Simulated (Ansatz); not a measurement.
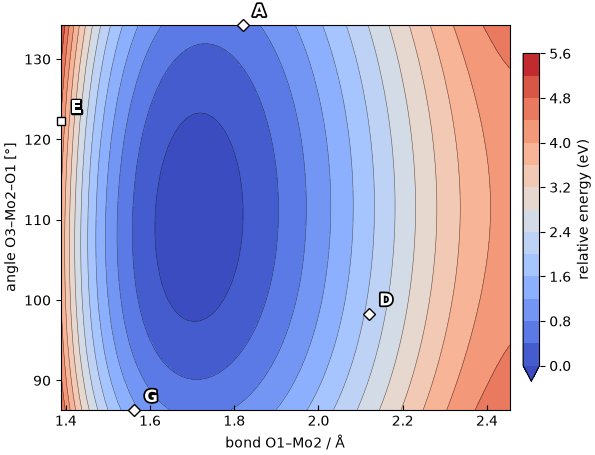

MoO₃, SMILES [O]=[Mo](=[O])=[O]. Two internal coordinates are moved rigidly from the geometry relaxed at PBE0-D4/def2-TZVP, all others fixed. Coordinates scanned: (1) bond O1–Mo2; (2) angle O3–Mo2–O1. The grid has 5 × 5 points. Energies: eV, counted from the lowest grid point. Level of theory: RKS r2SCAN-D4/def2-TZVPP in Ansatz 0.2.0.

The picture shows filled contours, lettered points. Between grid points the surface is interpolated.

Question: Rank the lettered points by energy, lowest first.

Answer: A (0.67 eV), G (1.28 eV), D (2.09 eV), E (4.38 eV).
